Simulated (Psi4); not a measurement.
# SiS (SMILES [Si-]#[S+]): CC3/cc-pVTZ

Aim: the vertical ionisation energy of SiS at CC3/cc-pVTZ, from 2 runs. 

Program for the calculation: Psi4 1.11.

### 1 The molecule

SiS: 2 atoms, total charge 0, spin state singlet. As SMILES, `[Si-]#[S+]`. Geometry: the measured bond length.

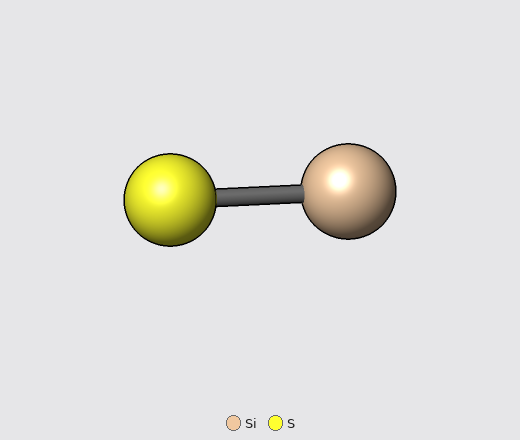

Viewed from a chosen angle; silicon light orange, sulfur yellow.

### 2 The energy at CC3/cc-pVTZ

ssi.dat

```
memory 1600 mb

molecule m {
  0 1
  Si     0.000000     0.000000     0.000000
  S      0.000000     0.000000     1.929321
  units angstrom
  symmetry c1
  no_reorient
  no_com
}

set reference rhf
set puream true
set e_convergence 1e-09
set d_convergence 1e-08
set scf_type pk
set num_frozen_docc 10

e, wfn = energy("cc3/cc-pVTZ", return_wfn=True)
```

Command:

```
$ psi4 ssi.dat ssi.out -n 1
```

ssi.out:

```text
[...]
  Running in c1 symmetry.
[...]
  Nuclear repulsion =   61.439073741528752
[...]
  Multiplicity = 1
[...]
  Nalpha       = 15
  Nbeta        = 15
[...]
    Number of basis functions: 68
[...]
   @RHF iter   1:  -686.47469103268691   -5.84126e-01   3.56847e-03 ADIIS/DIIS
[...]
   @RHF iter  10:  -686.50649015151987   -6.93490e-12   6.12097e-09 DIIS
[...]
    Orbital Energies [Eh]
    ---------------------
    Doubly Occupied:
       1A    -91.937570     2A    -68.838636     3A     -8.941929
       4A     -6.622043     5A     -6.621347     6A     -6.621347
       7A     -6.183743     8A     -4.284427     9A     -4.284408
      10A     -4.284408    11A     -0.940980    12A     -0.572603
      13A     -0.389279    14A     -0.388315    15A     -0.388315
[...]
  @RHF Final Energy:  -686.50649015151987
   => Energetics <=
    Nuclear Repulsion Energy =             61.4390737415287518
    One-Electron Energy =               -1073.2924283058391666
    Two-Electron Energy =                 325.3468644127906373
    Total Energy =                       -686.5064901515197562
[...]
 Multipole Moments:
 ------------------------------------------------------------------------------------
     Multipole            Electronic (a.u.)      Nuclear  (a.u.)        Total (a.u.)
 ------------------------------------------------------------------------------------
 L = 1.  Multiply by 2.5417464519 to convert [e a0] to [Debye]
 Dipole X            :          0.0000000            0.0000000            0.0000000
 Dipole Y            :         -0.0000000            0.0000000           -0.0000000
 Dipole Z            :        -59.2316901           58.3342128           -0.8974773
 Magnitude           :                                                    0.8974773
[...]
      * MP2 total energy                      = -686.765852310879040
[...]
```

Wall time 41 s (1 thread of Intel Xeon Platinum 8488C (Sapphire Rapids), shared host); peak memory 0.43 GiB.

### 3 The doublet cation

ssi.xyz

```xyz
2
SSi
Si     0.000000     0.000000     0.000000
S      0.000000     0.000000     1.929321
```

ssi_ase.py

```python
import numpy as np
from ase.calculators.psi4 import Psi4
from ase.io import read

atoms = read('ssi.xyz')
calc = Psi4(atoms=atoms, method='cc3', basis='cc-pVTZ', memory='1600MB', num_threads=1, charge=1, multiplicity=2, label='psi4-calc', reference='uhf')
calc.psi4.set_options({'puream': True, 'e_convergence': 1e-09, 'd_convergence': 1e-08, 'scf_type': 'pk', 'num_frozen_docc': 10, 'maxiter': 200})
atoms.calc = calc

print(f'energy: {atoms.get_potential_energy():.6f} eV')
```

Command:

```
$ python ssi_ase.py
```

psi4-calc.dat:

```text
[...]
  Running in c1 symmetry.
[...]
  Nuclear repulsion =   61.439073741528745
[...]
  Multiplicity = 2
[...]
  Nalpha       = 15
  Nbeta        = 14
[...]
    Number of basis functions: 68
[...]
   @UHF iter   1:  -686.06428691827693   -1.73722e-01   4.35574e-03 DIIS/ADIIS
[...]
   @UHF iter  17:  -686.15029180855311   -3.29692e-12   6.16179e-09 DIIS
[...]
   @S^2 Observed:                7.896146670E-01
[...]
    Orbital Energies [Eh]
    ---------------------
    Alpha Occupied:
       1A    -92.239265     2A    -69.165360     3A     -9.239083
       4A     -6.928805     5A     -6.916119     6A     -6.916119
       7A     -6.505430     8A     -4.612704     9A     -4.603218
      10A     -4.603218    11A     -1.240118    12A     -0.878694
      13A     -0.716435    14A     -0.653681    15A     -0.653681
    Alpha Virtual:
      16A     -0.225513    17A     -0.225513    18A     -0.081395
      19A      0.036435    20A      0.088632    21A      0.088632
      22A      0.089499    23A      0.089499    24A      0.097327
      25A      0.129023    26A      0.163731    27A      0.163731
[...]
  @UHF Final Energy:  -686.15029180855311
   => Energetics <=
    Nuclear Repulsion Energy =             61.4390737415287447
    One-Electron Energy =               -1064.4235229454982345
    Two-Electron Energy =                 316.8341573954163550
    Total Energy =                       -686.1502918085531064
  UHF NO Occupations:
  HONO-2 :   13  A 1.9983215
  HONO-1 :   14  A 1.9834725
[...]
 Multipole Moments:
 ------------------------------------------------------------------------------------
     Multipole            Electronic (a.u.)      Nuclear  (a.u.)        Total (a.u.)
 ------------------------------------------------------------------------------------
 L = 1.  Multiply by 2.5417464519 to convert [e a0] to [Debye]
 Dipole X            :          0.0000000            0.0000000            0.0000000
 Dipole Y            :          0.0000000            0.0000000            0.0000000
 Dipole Z            :         -1.6716574            0.0013275           -1.6703299
 Magnitude           :                                                    1.6703299
[...]
      * MP2 total energy                      = -686.384104336807923
[...]
```

The script printed:

```text
energy: -18678.598069 eV
```

It took 2.9 min on 1 thread of Intel Xeon Platinum 8488C (Sapphire Rapids), shared host; peak memory 0.47 GiB.

### 4 Results

At CC3/cc-pVTZ, 10 core orbitals frozen:

| quantity | value |
| --- | --- |
| singlet SiS: ground-state or mean-field energy | -686.80648 Eh |
| singlet SiS: HOMO energy (Hartree–Fock orbitals) | -10.57 eV |
| singlet SiS: LUMO energy (Hartree–Fock orbitals) | 0.75 eV |
| singlet SiS: HOMO–LUMO gap (Hartree–Fock orbitals) | 11.32 eV |
| singlet SiS: correlation energy (10 core orbitals frozen) | -300.0 mEh |
| singlet SiS: T1 diagnostic | 0.023 |
| doublet cation: ground-state or mean-field energy | -686.42582 Eh |
| doublet cation: HOMO energy (Hartree–Fock orbitals) (highest over α and β) | -17.51 eV |
| doublet cation: LUMO energy (Hartree–Fock orbitals) (lowest over α and β) | -8.84 eV |
| doublet cation: correlation energy (10 core orbitals frozen) | -275.5 mEh |
| doublet cation: ⟨S²⟩ of the reference determinant | 0.790 |
| doublet cation: T1 diagnostic | 0.051 |
| vertical ionisation energy (to the doublet cation) | 10.358 eV |

In words: Removing an electron at fixed nuclei costs 10.36 eV (999 kJ/mol). The T1 diagnostic (singlet SiS) of 0.023 is above the customary mark for such species, so a single reference may not serve. The T1 diagnostic (doublet cation) of 0.051 is above the customary mark for such species, so a single reference may not serve.
